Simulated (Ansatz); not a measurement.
# ReS2 monolayer (2H): a soft mode frozen in

Which phase does ReS2 monolayer (2H) fall into along its unstable mode, and how much energy does it gain?

Method: DFT PBEsol, scalar-relativistic, plane waves, PAW, in Ansatz 0.2.0.

### Step 1. The structure

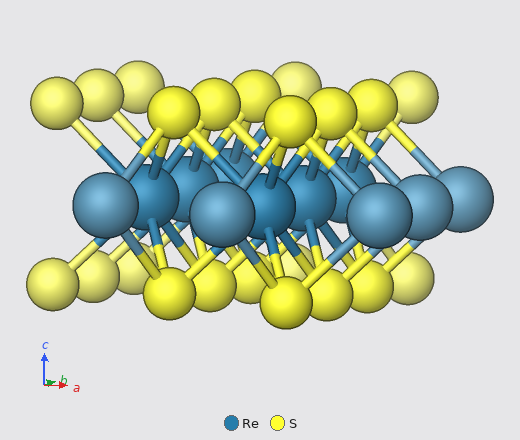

The cell as given, slightly off an axis (rhenium blue, sulfur yellow). 2×3×1 cells are drawn. Some periodic images of atoms are drawn too.

The cell holds 3 atoms: 1 Re and 2 S. Cell: a = 3.001 Å, b = 3.001 Å, c = 30.000 Å, α = 90.0°, β = 90.0°, γ = 120.0°. Vacuum lies along c.

### Step 2. The dispersion

The cell comes from relaxations at this level that are not shown. Stability and thermal properties need the whole zone. Linear response on a 6×6×1 q mesh gives force constants as far as a supercell of that size would.

File input.yaml:

```yaml
crystal:
  lattice:
    - [3.0005873966, 0.0, 0.0]
    - [-1.5002936983, 2.5985849117, 0.0]
    - [0.0, 0.0, 30.0]
  atoms:
    - { symbol: Re, position: [0.3333333333, 0.6666666667, 0.3333333333] }
    - { symbol: S, position: [0.6666666667, 0.3333333333, 0.3888986507] }
    - { symbol: S, position: [0.6666666667, 0.3333333333, 0.277768016] }
  periodic: [true, true, false]
kpoints:
  mp_grid: { grid: [18, 18, 1] }
hamiltonian:
  xc: pbesol
scf:
  occupations: { method: methfessel_paxton, width: 0.15 }
output:
  eigenvalues: true
phonons:
  method: dfpt
  qmesh: [6, 6, 1]
  temperatures: { t_max: 1000, t_step: 50 }
  qpath:
    path:
      - [0.0, 0.0, 0.0]
      - [0.5, 0.0, 0.0]
      - [0.33333333, 0.33333333, 0.0]
      - [0.0, 0.0, 0.0]
    npoints: 10
```

The run is started by

```console
ansatz run input.yaml --threads 8 --pin off --max-ram 14336MiB --backend cpu --events-out ev --progress --plain --runs-dir out
```

Numbers of over 12 decimals in the logs are rounded to 6 here.

Output:

```text
Engine: ansatz 0.2.0, aarch64-unknown-linux-gnu
Pseudopotentials: kind: paw
Pseudopotential: Re, paw, valence charge 15, recommended cutoff 420 eV (normal), Re.paw.azcp
Pseudopotential: S, paw, valence charge 6, recommended cutoff 420 eV (normal), S.paw.azcp
Functional definition: PBEsol
  exchange = pbesol_x
  correlation = pbesol_c
Crystal: 3 atoms, lattice volume = 233.918 Å³
Basis set: ecut = 420 eV, 4409 PW (Γ), exchange–correlation on 48×48×432 points (8 copies of the dense FFT grid, shifted against one another)
Bands: 18, of which v1, the nominal top of the filled ones, is band 14 counted from 1 (13 counted from 0)
Symmetry: 12 space group operations
k-points: 37 of 324 (time reversal used)
Non-local potential: Re, projectors of the file, l = 0: 3, l = 1: 2, l = 2: 2, l = 3: 1
Non-local potential: S, projectors of the file, l = 0: 2, l = 1: 2, l = 2: 2
PAW form: soft (Blöchl's): semilocal exchange-correlation on the pseudo side does not see the compensation charge
PAW frozen core: Re, regenerated for the run's functional, and the local potential with it (the file was generated under x = pbe(κ = 0.804, μ = 0.219515), c = pbe(β = 0.066725))
PAW frozen core: S, regenerated for the run's functional, and the local potential with it (the file was generated under x = pbe(κ = 0.804, μ = 0.219515), c = pbe(β = 0.066725))
PAW one-centre angular grid: Re, 590 points (default); XC on 64 Gauss nodes
PAW one-centre angular grid: S, 110 points (default); XC on 64 Gauss nodes
Initial density: superposition of atomic densities (neutral atoms: chi_scale 0, normalization atom), corrected by the library's trained network
Initial wavefunctions: pseudopotential atomic-orbital guess
Functional: x = pbesol(κ = 0.804, μ = 0.123457), c = pbesol(β = 0.046)
SCF iter   1: F=—  HF=-12507.991426 eV  |F-HF|=—  |Δ(HF+E_count)|=         —  Δρ=4.43e-3  dr2=5.21e-2  ethr=1.77e-3  ⟨swp⟩=14.0  Hψ=6580  notcnv=0
preconditioner: auto → LDOS  [metal: Δε(μ)=0.059 eV  Ē_g=8.965 eV  σ=0.150 eV  W_gap=0.32  n_scr=18 (ndim 8)  ℏωp=10.6 eV  f_vac=0.754  D(μ)=1.50/eV (n_scr^D=10)  β→1.0]
SCF iter   2: F=—  HF=-12507.991604 eV  |F-HF|=—  |Δ(HF+E_count)|=   1.78e-4  S|Δr|=    0.00e0  Δρ=1.82e-3  dr2=1.17e-2  ethr=1.93e-4  ⟨swp⟩=3.4  Hψ=1898  notcnv=0  defer=2
SCF iter   3: F=—  HF=-12507.989371 eV  |F-HF|=—  |Δ(HF+E_count)|=   2.23e-3  S|Δr|=    0.00e0  Δρ=4.45e-4  dr2=9.18e-4  ethr=4.32e-5  ⟨swp⟩=3.5  Hψ=1468  notcnv=0  defer=2
SCF iter   4: F=—  HF=-12507.989258 eV  |F-HF|=—  |Δ(HF+E_count)|=   1.12e-4  S|Δr|=    0.00e0  Δρ=9.84e-5  dr2=5.46e-5  ethr=3.40e-6  ⟨swp⟩=3.7  Hψ=1483  notcnv=0  defer=2
SCF iter   5: F=—  HF=-12507.989277 eV  |F-HF|=—  |Δ(HF+E_count)|=   1.90e-5  S|Δr|=    0.00e0  Δρ=2.67e-5  dr2=3.24e-6  ethr=2.02e-7  ⟨swp⟩=3.4  Hψ=1352  notcnv=0  defer=2
SCF iter   6: F=—  HF=-12507.989276 eV  |F-HF|=—  |Δ(HF+E_count)|=   9.82e-7  S|Δr|=    0.00e0  Δρ=5.91e-6  dr2=1.97e-7  ethr=1.20e-8  ⟨swp⟩=3.6  Hψ=1523  notcnv=0  defer=2
SCF iter   7: F=—  HF=-12507.989386 eV  |F-HF|=—  |Δ(HF+E_count)|=   1.09e-4  S|Δr|=    0.00e0  Δρ=1.26e-6  dr2=1.97e-9  ethr=7.28e-10  ⟨swp⟩=3.7  Hψ=1439  notcnv=0  defer=2
SCF iter   8: F=—  HF=-12507.989386 eV  |F-HF|=—  |Δ(HF+E_count)|=   4.39e-8  S|Δr|=    0.00e0  Δρ=4.55e-7  dr2=5.91e-10  ethr=7.31e-12  ⟨swp⟩=3.8  Hψ=1753  notcnv=0  defer=2
SCF iter   9: F=—  HF=-12507.989386 eV  |F-HF|=—  |Δ(HF+E_count)|=  8.79e-10  S|Δr|=    0.00e0  Δρ=7.44e-8  dr2=1.10e-11  ethr=1.00e-12  ⟨swp⟩=16.1  Hψ=7366  notcnv=0
SCF iter  10: F=-12507.989386 eV  HF=-12507.989386 eV  |F-HF|=1.09e-11  |Δ(HF+E_count)|=  4.82e-10  S|Δr|=    0.00e0  Δρ=1.10e-8  dr2=1.80e-13  ethr=1.00e-12  ⟨swp⟩=9.8  Hψ=4221  notcnv=0
SCF 1 converged in 10 iterations: F = -12507.989386 eV  dr2 = 1.80e-13
  greatest PAW one-centre occupation: 0.999 electrons in one spin orbital (limit 2), on the Re atom at site 0 (counted from 0), in its partial waves of l = 0
phonons: the bands overlap, so this run is a metal and interpolates without the dipole-dipole term. If the crystal is really an insulator or semiconductor, its LO-TO splitting is missing
NSCF: frozen V_eff on 37 k-points
WARN: eigensolver did not converge (k=0): 1 band(s) unlocked after 2 eigensolves, warm-restarted (20 sweeps on the last) at ethr=1.11e-12 eV (storage-precision floor; scheduled 1.00e-12 eV) (lowest unlocked band 17, counted from 0; max residual 7.40e-5 eV among the unlocked bands, 7.40e-5 eV over every band; other slots of this pass that fall short are told together in one closing line; warning suppressed until the next SCF loop or pass starts)
WARN: eigensolver did not converge in 16 slots of this pass, the one above among them; of largest residual over every band (k=2): 1 band(s) unlocked (lowest unlocked band 17, counted from 0; max residual 2.99e-4 eV among the unlocked bands, 2.99e-4 eV over every band); of lowest unlocked band (k=0): band 17
NSCF: frozen V_eff on 91 k-points
DFPT response loops at q = (0, 0, 0) (fractional): preconditioner auto → none (partly filled bands, converged f_vac=0.757); β = 0.50; Broyden in place of MSR1
NSCF: frozen V_eff on 342 k-points
DFPT response loops at q = (0, 0.166667, 0) (fractional): mixed as the last ones told, above
NSCF: frozen V_eff on 342 k-points
DFPT response loops at q = (0, 0.333333, 0) (fractional): mixed as the last ones told, above
NSCF: frozen V_eff on 182 k-points
DFPT response loops at q = (0, -0.5, 0) (fractional): mixed as the last ones told, above
NSCF: frozen V_eff on 648 k-points
DFPT response loops at q = (0.166667, 0.166667, 0) (fractional): mixed as the last ones told, above
NSCF: frozen V_eff on 648 k-points
DFPT response loops at q = (0.166667, 0.333333, 0) (fractional): mixed as the last ones told, above
NSCF: frozen V_eff on 342 k-points
DFPT response loops at q = (0.333333, 0.333333, 0) (fractional): mixed as the last ones told, above
SCF converged after 10 iterations
Stability not checked: this state was not tested for a lower state beside it, because cold or Methfessel-Paxton smearing, or corrected tetrahedra, fill the levels in a way that the test cannot read (fill_not_monotonic; see scf.lower_state_search)
Free energy (F): -12507.989386 eV
Harris-Foulkes:  -12507.989386 eV  (|F-HF|=1.09e-11)
Internal energy: -12507.988973 eV  (E = F + TS)
E sigma→0 (E₀):  -12507.989282 eV
Entropy (-TS):   -0.000413 eV (-0.138 meV/atom)
Fermi energy:    -4.360407 eV
--- Per-component energies (eV) ---
  E_band       = -674.972438
  E_kinetic    = 756.113577
  E_local      = -52856.917389  (includes V_loc(G=0)·N_el)
  E_nonlocal   = 109.319507
  E_hartree    = 25975.370635
  E_xc         = -593.686110
  E_vxc        = -479.106133  (∫ρ·V_xc dr)
  E_paw        = -9699.219115  (= ΣΔE_a)
  E_vpaw       = -155.123184  (= ΣTr[D̂ρ^β])
  E_aug_tail   = -0.000076  (compensation charges beyond the density's cutoff)
  E_ewald      = 23800.672838
  E_core_change = 0.357160  (= ΣΔE_core)
  E_smearing   = -0.000413  (= −TS)
  E_closure    = 0.000000  (closes the sum)
  Σ components = -12507.989386   (vs F -12507.989386, Δ=0.00e0)
--- Band table (eV; the first three rows and the last of 37) ---
  k-point 0: bands = [... 10 lower, -7.5388, -7.4779, -7.4779, -3.1014, -3.1014, -3.0613, -3.0613, -0.7059]
  k-point 1: bands = [... 10 lower, -7.5697, -7.5307, -7.4414, -3.2911, -3.2198, -3.1311, -3.0197, -0.5961]
  k-point 2: bands = [... 10 lower, -7.8126, -7.5255, -7.4268, -3.8093, -3.4471, -3.3147, -2.8120, -0.3525]
  k-point 36: bands = [... 10 lower, -9.7957, -9.0486, -6.6712, -4.3032, -3.9987, -2.8185, -0.8981, -0.0943]
--- Phonons (Γ-DFPT): 4 representative perturbations + reference (Σ response iterations 18) ---
  ASR residual: 3.321e-5 → 0.000e0 eV/Å²; symmetrization residual: 2.821e-6 eV/Å²
  ASR residual per site (eV/Å²): 3.32e-5 2.17e-5 2.17e-5
  Γ frequencies (cm⁻¹): 0.00 0.00 0.00 242.30 258.28 258.28 316.39 316.39 388.25
--- Phonons (arbitrary-q DFPT): 7 irreducible q on the 6×6×1 mesh ---
  q = [0.0000, 0.0000, 0.0000] (star 1, of the zone-centre solve; hermiticity 3.21e-7, symmetrization 1.61e-13): -0.00 0.00 0.00 242.30 258.28 258.28 316.39 316.39 388.25
  q = [0.0000, 0.1667, 0.0000] (star 6, 6 solved perturbations on 171 of 324 k-point pairs; hermiticity 6.07e-7, symmetrization 9.10e-10): 44.02 65.40 90.82 238.05 264.01 301.69 306.98 312.97 360.78
  q = [0.0000, 0.3333, 0.0000] (star 6, 6 solved perturbations on 171 of 324 k-point pairs; hermiticity 4.28e-7, symmetrization 3.64e-10): -112.81 78.14 123.27 253.61 270.19 291.76 294.09 294.83 333.87
  q = [0.0000, -0.5000, 0.0000] (star 3, 6 solved perturbations on 91 of 324 k-point pairs; hermiticity 6.90e-7, symmetrization 8.05e-10): -226.32 -38.77 156.83 241.84 275.36 282.74 292.60 312.27 345.15
  q = [0.1667, 0.1667, 0.0000] (star 6, 4 solved perturbations in 990 linear systems a pass and spin channel, the states on 324 of 324 k-point pairs; hermiticity 2.81e-7, symmetrization 4.75e-11): -63.08 98.67 103.58 250.48 268.93 275.98 300.29 309.55 327.31
  q = [0.1667, 0.3333, 0.0000] (star 12, 6 solved perturbations on 324 of 324 k-point pairs: no pair is spared here; hermiticity 5.11e-7, symmetrization 6.28e-10): -143.22 83.98 146.09 252.91 283.41 292.41 295.13 313.34 334.20
  q = [0.3333, 0.3333, 0.0000] (star 2, 4 solved perturbations in 470 linear systems a pass and spin channel, the states on 171 of 324 k-point pairs; hermiticity 2.58e-7, symmetrization 2.05e-8): -131.59 68.16 155.37 279.34 281.91 292.56 297.01 311.95 326.37
  sum rule: each row above includes the acoustic sum rule's correction from the zone centre's row sums; it moved no ω² by more than (0.43 cm⁻¹)²
  mesh force constants: q→R imaginary residual 1.24e-18; ASR residual 3.321e-5 → 0.000e0 eV/Å²; symmetrization residual 1.066e-14 eV/Å²
  interpolated dispersion: 31 rows × 9 modes
  density of states and harmonic sums: on the 24×24×1 q-mesh, interpolated from the force constants of a 6×6×1 supercell (no non-analytic term)
  largest difference from the sums on the solved wave vectors: F 6.19e-2 eV, S 7.94e-5 and C_V 1.78e-5 eV/K
  zero-point energy: 0.121941 eV/cell   skipped modes (ω ≤ 0): 49, of them read as no rigid motion or as one in doubt: 46 (7.639e-1 modes/cell left out, lowest -226.32 cm⁻¹)   left out of the sums: 8.55e-2 of the cell's modes: C_V's classical limit lies that fraction below 3 k_B per atom; for a crystal, a wire or a layer, F and S can be off by more, and a phonons.interpolated_qmesh denser along its periods is the remedy for the sampling
```

The job ended after 9.4 min (8 threads of Arm Neoverse V1, shared host; peak memory 3.1 GiB).

The column dr2 measures how far the density is from self-consistency, as an energy; F and HF (Harris–Foulkes) agree once it is small.

Numbers from this step:

- gap on the k-mesh: 0 eV
- sum-rule residual before enforcement: 3.32e-5 eV/Å²
- lowest frequency on the path: -226.3 cm⁻¹
- point group: -6m2
- highest frequency on the path or at a solved wavevector: 388.3 cm⁻¹
- area per atom: 2.599 Å²
- highest optical mode at the zone centre (no LO-TO term): 388.2 cm⁻¹
- lowest optical zone-centre mode: 242.3 cm⁻¹
- lowest mode on the q mesh (acoustic modes at Γ apart): -226.3 cm⁻¹

Frequencies (cm⁻¹) solved at each irreducible wavevector; negative means imaginary. Frequencies by wavevector, by row:

| q in reciprocal lattice units | star | mode 1 | mode 2 | mode 3 | mode 4 | mode 5 | mode 6 | mode 7 | mode 8 | mode 9 |
| --- | --- | --- | --- | --- | --- | --- | --- | --- | --- | --- |
| 0 0 0 | 1 | 0 | 0 | 0 | 242.3 | 258.3 | 258.3 | 316.4 | 316.4 | 388.2 |
| 0 0.1667 0 | 6 | 44 | 65.4 | 90.8 | 238.1 | 264 | 301.7 | 307 | 313 | 360.8 |
| 0 0.3333 0 | 6 | -112.8 | 78.1 | 123.3 | 253.6 | 270.2 | 291.8 | 294.1 | 294.8 | 333.9 |
| 0 -0.5 0 | 3 | -226.3 | -38.8 | 156.8 | 241.8 | 275.4 | 282.7 | 292.6 | 312.3 | 345.1 |
| 0.1667 0.1667 0 | 6 | -63.1 | 98.7 | 103.6 | 250.5 | 268.9 | 276 | 300.3 | 309.6 | 327.3 |
| 0.1667 0.3333 0 | 12 | -143.2 | 84 | 146.1 | 252.9 | 283.4 | 292.4 | 295.1 | 313.3 | 334.2 |
| 0.3333 0.3333 0 | 2 | -131.6 | 68.2 | 155.4 | 279.3 | 281.9 | 292.6 | 297 | 311.9 | 326.4 |

Interpolated from a 6×6×1 q mesh. The phonon branches at the labelled points (cm⁻¹):

| point | branch 1 | branch 2 | branch 3 | branch 4 | branch 5 | branch 6 | branch 7 | branch 8 | branch 9 |
| --- | --- | --- | --- | --- | --- | --- | --- | --- | --- |
| Γ | 0 | 0 | 0 | 242 | 258 | 258 | 316 | 316 | 388 |
| M | -226 | -39 | 157 | 242 | 275 | 283 | 293 | 312 | 345 |
| K | -132 | 68 | 155 | 279 | 282 | 293 | 297 | 312 | 326 |
| Γ | 0 | 0 | 0 | 242 | 258 | 258 | 316 | 316 | 388 |

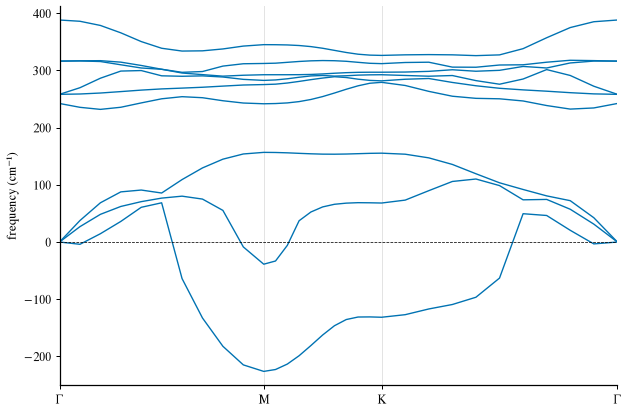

Phonon branches along the path.

Symmetry leaves 7 wavevectors to solve. The lowest mode among them, the acoustic zeros apart, lies at q = (0, -0.5, 0) and is imaginary, 226.3i cm⁻¹, so the energy falls along it.

### Step 3. The mode frozen in, largest atomic shift 0 Å

The mode followed lies at q = (0.333, 0.333, 0) with frequency 131.6i cm⁻¹, one of the unstable modes though not the softest. At small amplitude the distorted cell has space group no. 189 by a symmetry search on the positions. The undistorted cell that holds it gives the zero of energy on the same k mesh.

System of this step: ReS2 monolayer (2H). The cell holds 9 atoms: 3 Re and 6 S. Cell: a = 5.197 Å, b = 5.197 Å, c = 30.000 Å, α = 90.0°, β = 90.0°, γ = 60.0°. It derives from ReS2. Vacuum lies along c.

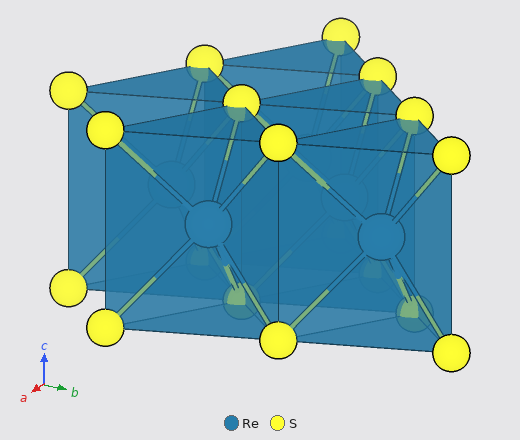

The cell of this step (rhenium blue, sulfur yellow). Some periodic images of atoms are drawn too.

File input.yaml:

```yaml
crystal:
  lattice:
    - [4.5008810948, 2.5985849117, 0.0]
    - [0.0, 5.1971698234, 0.0]
    - [0.0, 0.0, 30.0]
  atoms:
    - { symbol: Re, position: [1.0, 0.3333333333, 0.3333333333] }
    - { symbol: Re, position: [0.3333333333, 0.6666666667, 0.3333333333] }
    - { symbol: Re, position: [0.6666666667, 1.0, 0.3333333333] }
    - { symbol: S, position: [0.3333333333, 0.0, 0.3888986507] }
    - { symbol: S, position: [0.6666666667, 0.3333333333, 0.3888986507] }
    - { symbol: S, position: [1.0, 0.6666666667, 0.3888986507] }
    - { symbol: S, position: [0.3333333333, 0.0, 0.277768016] }
    - { symbol: S, position: [0.6666666667, 0.3333333333, 0.277768016] }
    - { symbol: S, position: [1.0, 0.6666666667, 0.277768016] }
  periodic: [true, true, false]
kpoints:
  mp_grid: { grid: [9, 9, 1] }
hamiltonian:
  xc: pbesol
scf:
  occupations: { method: methfessel_paxton, width: 0.15 }
output:
  forces: true
  stress: true
  eigenvalues: true
```

Output:

```text
[...]
Crystal: 9 atoms, lattice volume = 701.755 Å³
Basis set: ecut = 420 eV, 13643 PW (Γ), exchange–correlation on 72×72×432 points (8 copies of the dense FFT grid, shifted against one another)
Bands: 50, of which v1, the nominal top of the filled ones, is band 41 counted from 1 (40 counted from 0)
Symmetry: 36 space group operations
[...]
k-point 0: bands = [... 37 lower, -6.6721, -6.6721, -4.3052, -4.3052, -3.9992, -3.9992, -3.1010, -3.1010, ... 5 higher]
  k-point 1: bands = [... 37 lower, -6.8118, -6.7697, -4.2260, -4.1857, -3.8976, -3.8606, -3.3565, -3.2558, ... 5 higher]
  k-point 2: bands = [... 37 lower, -7.0714, -6.8711, -4.3435, -3.9780, -3.9630, -3.6917, -3.5393, -3.4228, ... 5 higher]
  k-point 11: bands = [... 37 lower, -7.1419, -7.1419, -4.4440, -4.4440, -4.4440, -3.9156, -3.9156, -3.9156, ... 5 higher]
[key lines of the parts left out:]
SCF converged after 7 iterations
Free energy (F): -37523.963893 eV
Fermi energy:    -4.368009 eV
P = ½ c Tr σ = 0.0350 N/m
```

The job ended after 5.9 s (8 threads; peak memory 1.7 GiB; 44 s of CPU time).

This run has no spin polarisation although its electron count is odd.

Numbers from this step:

```
energy from the undistorted cell : 0 meV/atom
```

### Step 4. The mode frozen in, largest atomic shift 0.14 Å

The atoms are moved along the unstable eigenvector, the largest shift by 0.14 Å, with the cell fixed.

File input.yaml:

```yaml
crystal:
  lattice:
    - [4.5008810948, 2.5985849117, 0.0]
    - [0.0, 5.1971698234, 0.0]
    - [0.0, 0.0, 30.0]
  atoms:
    - { symbol: Re, position: [0.9730632954, 0.360270038, 0.3333333333] }
    - { symbol: Re, position: [0.3333319929, 0.6397295987, 0.3333333333] }
    - { symbol: Re, position: [0.6936037346, 1.0000013405, 0.3333333333] }
    - { symbol: S, position: [0.3333336841, -3.508e-07, 0.3843659328] }
    - { symbol: S, position: [0.6666665246, 0.3333335421, 0.3911649275] }
    - { symbol: S, position: [0.9999997913, 0.6666668087, 0.3911649275] }
    - { symbol: S, position: [0.3333336841, -3.508e-07, 0.2823007339] }
    - { symbol: S, position: [0.6666665246, 0.3333335421, 0.2755017392] }
    - { symbol: S, position: [0.9999997913, 0.6666668087, 0.2755017392] }
  periodic: [true, true, false]
kpoints:
  mp_grid: { grid: [9, 9, 1] }
hamiltonian:
  xc: pbesol
scf:
  occupations: { method: methfessel_paxton, width: 0.15 }
output:
  forces: true
  stress: true
  eigenvalues: true
  write_density: true
  write_potential: true
  elf: true
  volumetric_format: npy
```

Output:

```text
[...]
k-point 0: bands = [... 37 lower, -6.7191, -6.7191, -4.3077, -4.3077, -3.9062, -3.9062, -3.3155, -2.9646, ... 5 higher]
  k-point 1: bands = [... 37 lower, -6.8499, -6.7823, -4.3674, -4.2181, -3.8101, -3.7643, -3.2248, -3.1249, ... 5 higher]
  k-point 2: bands = [... 37 lower, -7.0805, -6.8388, -4.5898, -4.1673, -3.6081, -3.5494, -3.4464, -3.3021, ... 5 higher]
  k-point 11: bands = [... 37 lower, -6.9421, -6.9421, -4.6267, -4.6267, -4.3179, -3.8224, -3.3617, -3.3617, ... 5 higher]
[key lines of the parts left out:]
SCF converged after 8 iterations
Free energy (F): -37524.092302 eV
Fermi energy:    -4.418781 eV
P = ½ c Tr σ = 1.5241 N/m
```

Run time: 9.6 s. Hardware: 8 threads; peak memory 1.7 GiB; 73 s of CPU time.

This step gave:

| Item | Value |
| --- | --- |
| energy from the undistorted cell | -14.33 meV/atom |

The energy, extrapolated to zero smearing, is -14.33 meV/atom against the undistorted cell.

### Step 5. Energy along the mode, all amplitudes (two of the runs are shown above)

An imaginary frequency means negative curvature, so the energy should fall and then rise again as anharmonic terms take over.

This step gave:

```
depth at the lowest point sampled  : 14.33 meV/atom
largest atomic shift at that point : 0.14 Å
```

Energy from the parent against largest shift of an atom, one sign:

| largest shift of an atom, one sign (Å) | energy from the parent (meV/atom) |
| --- | --- |
| 0.000 | 0 |
| 0.040 | -4.07 |
| 0.080 | -10.3 |
| 0.140 | -14.3 |
| 0.220 | -6.36 |
| 0.320 | 46.2 |

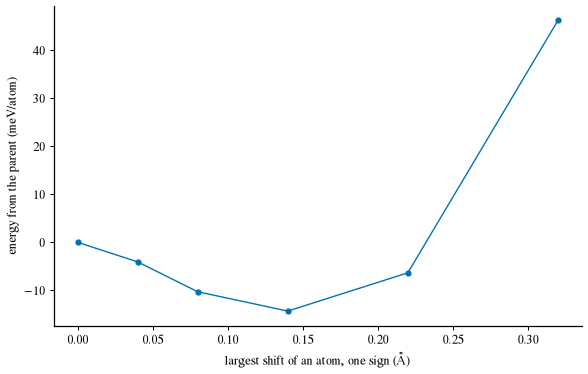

Energy from the parent against largest shift of an atom, one sign.

Displacement at unit largest shift by atom:

| atom | x (Å) | y (Å) | z (Å) | size |
| --- | --- | --- | --- | --- |
| Re1 | -0.87 | 0.50 | 0.00 | 1.00 |
| Re2 | 0.00 | -1.00 | 0.00 | 1.00 |
| Re3 | 0.87 | 0.50 | 0.00 | 1.00 |
| S4 | 0.00 | 0.00 | -0.97 | 0.97 |
| S5 | 0.00 | 0.00 | 0.49 | 0.49 |
| S6 | 0.00 | 0.00 | 0.49 | 0.49 |
| S7 | 0.00 | 0.00 | 0.97 | 0.97 |
| S8 | 0.00 | 0.00 | -0.49 | 0.49 |
| S9 | 0.00 | 0.00 | -0.49 | 0.49 |

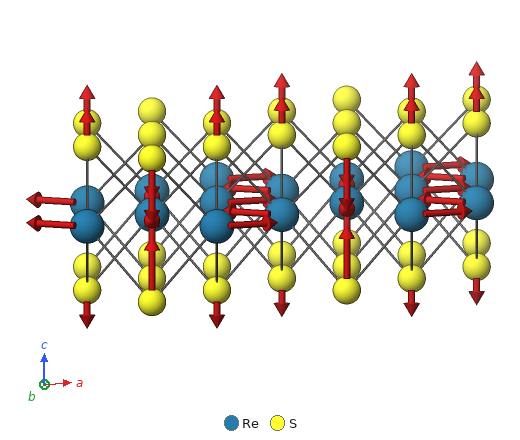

Displacement at unit largest shift as arrows, the longest 1 Å. 2×2×1 cells are drawn. Some periodic images of atoms are drawn too.

The lowest of the steps tried is at 0.14 Å, 14.3 meV/atom below the parent; the bottom of the well need not coincide with a step.

(Continued in part 2 of 3.)

[Logs are printed without paths, hosts, clocks, repeated set-up lines and the standing remarks that a program may print on its own settings, such as how far it seeks lower states.]

[Hosts, paths, dates, database ids (printed as entryN), source tags and the programs' standing remarks are cut or masked in the printed files.]
